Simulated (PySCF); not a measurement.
**Atomic calculation, with input and output: Ni**

System: Ni, configuration 1s2 2s2 2p6 3s2 3p6 3d8 4s2, multiplicity 3.
Method: unrestricted HF, jorge-DZP-DKH, spin-free X2C-1e, Gaussian nucleus (PySCF).

**Input file**
```python
from pyscf import gto, scf, dft, mp, cc
import basis_set_exchange as bse
mol = gto.M(atom="Ni 0 0 0", charge=0, spin=2, symmetry="D2h",
            basis=gto.basis.parse(bse.get_basis("jorge-DZP-DKH", elements=["Ni"], fmt="nwchem", header=False)),
            nucmod="G")
mf = scf.UHF(mol).sfx2c1e()
mf.irrep_nelec = {'Ag': (6, 4), 'B1g': (1, 1), 'B2g': (1, 1), 'B3g': (1, 1), 'B1u': (2, 2), 'B2u': (2, 2), 'B3u': (2, 2)}
mf.kernel()
```

The script is an equivalent of what the driver set up; the driver started from orbitals of its own, so the log can be shorter than this script's would be, and it computed the properties (radii, ⟨L²⟩, response) afterwards. It held the occupations shell by shell, which the script's counts by irreducible representation don't always enforce.

Hardware: 1 thread of Arm Neoverse V2, 23 GiB of memory available, shared host.

The run was one of a batch that the task file lists, launched with:
```bash
OMP_NUM_THREADS=1 python <driver script> TASK.json OUT
```

**The program's output (extracts)**
```
damping factor = 0
level_shift factor = 0
DIIS = <class 'pyscf.scf.diis.CDIIS'>
diis_start_cycle = 1
diis_space = 10
diis_damp = 0
SCF conv_tol = 1e-09
SCF conv_tol_grad = None
number electrons alpha = 15  beta = 13
cycle= 1 E= -1518.99689050793  delta_E= -0.00562  |g|= 0.0258  |ddm|= 0.0353
cycle= 2 E= -1518.9969680568  delta_E= -7.75e-05  |g|= 0.00362  |ddm|= 0.00457
cycle= 3 E= -1518.99697023268  delta_E= -2.18e-06  |g|= 0.00132  |ddm|= 0.00206
cycle= 4 E= -1518.99697055118  delta_E= -3.19e-07  |g|= 0.000351  |ddm|= 0.000744
cycle= 5 E= -1518.9969706301  delta_E= -7.89e-08  |g|= 4.3e-05  |ddm|= 0.000499
cycle= 6 E= -1518.99697063158  delta_E= -1.48e-09  |g|= 9.48e-06  |ddm|= 0.000132
cycle= 7 E= -1518.99697063172  delta_E= -1.45e-10  |g|= 2.42e-06  |ddm|= 5.94e-05
converged SCF energy = -1518.99697063172  <S^2> = 2.0041518  2S+1 = 3.0027666
```

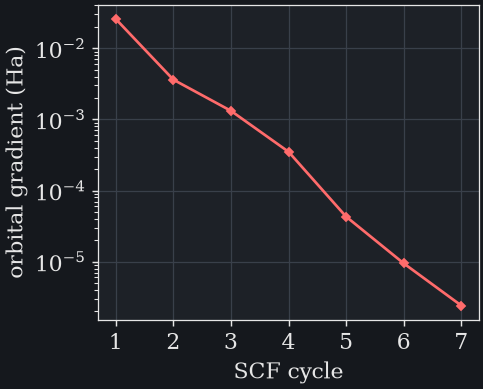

Fig. 1: Convergence: orbital gradient against the SCF cycle. The residual falls at every step. It goes from 0.026 to 2.4×10⁻⁶ in 7 steps.

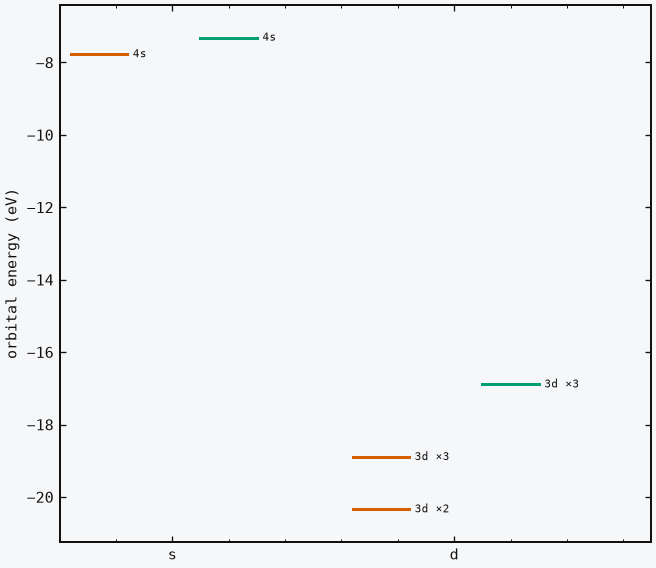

Fig. 2: Orbital energies of the mean field, from the top down to −20.3 eV, by angular momentum, α spin at the left of each column and β at the right; ×n counts the orbitals under one label. The highest filled orbital is 4s β at −7.32 eV, the lowest empty one s α at 3.93 eV.

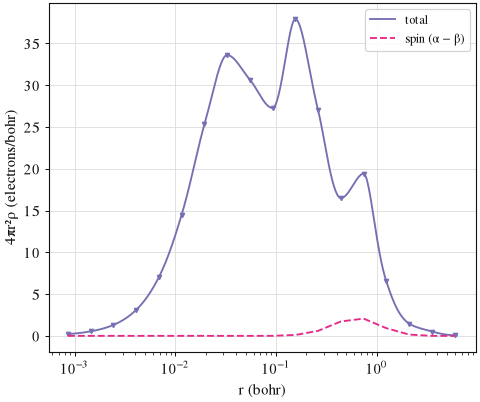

Fig. 3: Spherically averaged radial density 4πr²ρ of the mean field and its spin part; markers are the stored points, which are sparse, and the line is a monotone interpolation between them. The largest stored value is 37.9 electrons/bohr at r = 0.16 bohr. Root-mean-square radii of the shells: 2p 0.238, 2s 0.265, 3s 0.795, 3p 0.849, 3d 1.09, 4s 3.29 bohr.

**Results in brief**

```
      quantity               value
       outcome           converged
  total energy  −1518.9970 hartree
          ⟨S²⟩               2.004
          ⟨L²⟩               12.02
SCF iterations                   7
```
